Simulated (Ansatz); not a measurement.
# AlH₃O (singlet): inputs that go wrong at distance Al1–O2 = 2.045 Å

3 inputs are run for AlH₃O (singlet) as typed; the log has to tell whether the result can be used and what must change.

The runs use Ansatz 0.2.0, Gaussian basis; the settings change from run to run.

23 further runs of the same task are left out: 2 for a mislabelled method, 10 for a known fault of the program, 7 that didn't finish, 4 set aside as unsound or not needed.

### Step 1. What is computed

The geometry derives from a PBE0/def2-TZVP stationary point (not a proven minimum). One bond is set to the value named and the two fragments are kept rigid.

5 atoms, charge 0, spin multiplicity 1.

Atoms are counted from 1 here; the program's logs count them from 0.

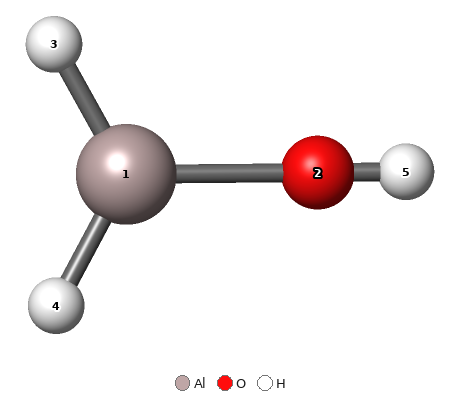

The structure; aluminium light grey, oxygen red, hydrogen white; atoms are numbered from 1 in the order of the file.

### Step 2. Input 1

in.yaml

```yaml
crystal:
  periodic: [false, false, false]
  atoms:
    - {symbol: Al, position_ang: [0.000000, 0.000000, 0.393404]}
    - {symbol: O, position_ang: [0.000000, 0.000000, -0.688810]}
    - {symbol: H, position_ang: [0.000000, 0.733920, 0.795602]}
    - {symbol: H, position_ang: [0.000000, -0.733920, 0.795602]}
    - {symbol: H, position_ang: [0.000000, 0.000000, -1.188494]}
basis:
  gaussian: {orbitals: STO-3G}
hamiltonian: {pseudopotentials: {relativity: scalar}}
correlation: {active_space: {window: {electrons: 6, orbitals: 5}}}
scf: {lower_state_search: off}
output: {forces: true}
```

The run is started by

```console
$ ansatz run in.yaml --threads 1 --pin off --events-out ev --progress --plain --max-ram 2393MiB
```

Log:

```text
Functional definition: HF
  name "HF"
  cite "Fock, Z. Phys. 61, 126 (1930) doi:10.1007/BF01340294"
  parent pbe
  exchange = exact_x
  correlation = 0
these checks for a lower state are left out or cut short: stability, starts, cluster_reference, orbital_swaps, neighbouring_geometries, increment
206 factors; integrals over basis functions are off by at most 7.3e-5 eV
mean field evaluation 1: about -8502.1709 eV, gradient 1.2e1 eV
mean field evaluation 2: about -8502.2324 eV, gradient 1.2e1 eV
mean field evaluation 4: about -8502.6204 eV, gradient 3.7e-1 eV
mean field evaluation 8: about -8502.6209 eV, gradient 1.6e-6 eV
mean field -8502.62091837 eV, -312.4655554667 hartree, gradient 8.5e-6 eV, S^2 0.000000; 0 other end points of the search recorded, 0 dependent functions left out
reference -8502.62091837 eV, -312.4655554667 hartree; 12, 12 occupied and 5, 5 virtual orbitals, 206 factors
state -8502.93781457 eV, -312.4772011873 hartree
the calculation of the forces begins
Total energy: -8502.93781457 eV, -312.4772011873 hartree
Relativity: scalar
Atom 0 at     0.000000     0.000000     0.393404 Å, force     0.000000    -0.000000    48.770712 eV/Å
Atom 1 at     0.000000     0.000000    -0.688810 Å, force    -0.000000     0.000000    78.024472 eV/Å
Atom 2 at     0.000000     0.733920     0.795602 Å, force    -0.000000    55.124529    31.497627 eV/Å
Atom 3 at     0.000000    -0.733920     0.795602 Å, force     0.000000   -55.124529    31.497627 eV/Å
Atom 4 at     0.000000     0.000000    -1.188494 Å, force     0.000000     0.000000  -189.790437 eV/Å
Dipole moment:     0.000000    -0.000000    -0.245835 e Å
Checks for a lower state left out: stability, starts, cluster_reference, orbital_swaps, neighbouring_geometries, increment
```

It took 0.15 s on 1 thread of Arm Neoverse V2, shared host.

What is wrong: The run converged, which proves nothing about the input. The coordinates are scaled by the bohr-ångström factor. The shortest distance is 0.50 Å, against 0.94 Å in the geometry of step 1. Its energy belongs to another geometry. To mend it, restore the coordinates in ångström.

### Step 3. Input 2

in.yaml

```yaml
crystal:
  periodic: [false, false, false]
  atoms:
    - {symbol: Al, position_ang: [0.000000, 0.000000, 0.743394]}
    - {symbol: O, position_ang: [0.000000, 0.000000, -1.301606]}
    - {symbol: H, position_ang: [0.000000, 1.386849, 1.503405]}
    - {symbol: H, position_ang: [0.000000, -1.386849, 1.503405]}
    - {symbol: H, position_ang: [0.000000, 0.000000, -2.245831]}
basis:
  gaussian: {orbitals: cc-pVDZ}
hamiltonian: {xc: r2scan}
correlation: {method: fic_mrcisd_q, electrons: valence, active_space: {window: {electrons: 2, orbitals: 2}}}
scf: {lower_state_search: full}
```

Same command.

Log:

```text
Error: invalid value for `correlation.active_space`: it starts from restricted Hartree–Fock orbitals; set hamiltonian.xc: hf without magnetization.spin_polarized
```

It took 0.03 s on 1 thread of Arm Neoverse V2, shared host.

**Diagnosis.** The run was refused. An active space is asked on a functional's orbitals. To mend it, start from Hartree-Fock.

### Step 4. Input 3

in.yaml

```yaml
crystal:
  periodic: [false, false, false]
  atoms:
    - {symbol: Al, position_ang: [0.000000, 0.000000, 0.743394]}
    - {symbol: O, position_ang: [0.000000, 0.000000, -1.301606]}
    - {symbol: H, position_ang: [0.000000, 1.386849, 1.503405]}
    - {symbol: H, position_ang: [0.000000, -1.386849, 1.503405]}
    - {symbol: H, position_ang: [0.000000, 0.000000, -2.245831]}
basis:
  gaussian: {orbitals: def2-TZVPP}
magnetization: {spin_polarized: false}
correlation: {method: ccsdtq, electrons: all, diis_vectors: 12}
output: {forces: true}
```

The command is unchanged.

Log:

```text
Functional definition: HF
  name "HF"
  cite "Fock, Z. Phys. 61, 126 (1930) doi:10.1007/BF01340294"
  parent pbe
  exchange = exact_x
  correlation = 0
1393 factors; integrals over basis functions are off by at most 2.3e-7 eV
mean field evaluation 1: about -8664.8762 eV, gradient 4.2e1 eV
mean field evaluation 2: about -8664.8778 eV, gradient 4.2e1 eV
mean field evaluation 4: about -8668.3234 eV, gradient 2.2e0 eV
mean field evaluation 8: about -8668.3473 eV, gradient 5.6e-4 eV
mean field evaluation 16: about -8668.3468 eV, gradient 3.1e-1 eV
mean field -8668.34732281 eV, -318.5558884963 hartree, gradient 2.1e-6 eV, S^2 0.000000; 0 other end points of the search recorded, 0 dependent functions left out
reference -8668.34732281 eV, -318.5558884963 hartree; 12, 12 occupied and 103, 103 virtual orbitals, 1393 factors
Error: the run needs more than the 2.33 GiB of memory given, because the steps of its equations don't fit beside its arrays
refused for memory
```

It took 5.5 s on 1 thread of Arm Neoverse V2, shared host; peak memory 0.77 GiB.

What is wrong: The run was refused for memory. The method is too large for the memory allowed. Fix: freeze cores, shrink the basis or take a lower level.

### Step 5. Summary

| input | level | ended | cause | time |
| --- | --- | --- | --- | --- |
| 1 | CASSCF(6,5)/STO-3G | converged | the coordinates are scaled by the bohr-ångström factor | 0.15 s |
| 2 | MRCISD+Q(2,2)/cc-pVDZ | refused | an active space is asked on a functional's orbitals | 0.03 s |
| 3 | CCSDTQ on RHF/def2-TZVPP | out of memory | the method is too large for the memory allowed | 5.5 s |

1 converged, 1 refused, 1 out of memory. The input that converges on a wrong geometry or spin is the dangerous one: no error points at it, so geometry and ⟨S²⟩ have to be checked.
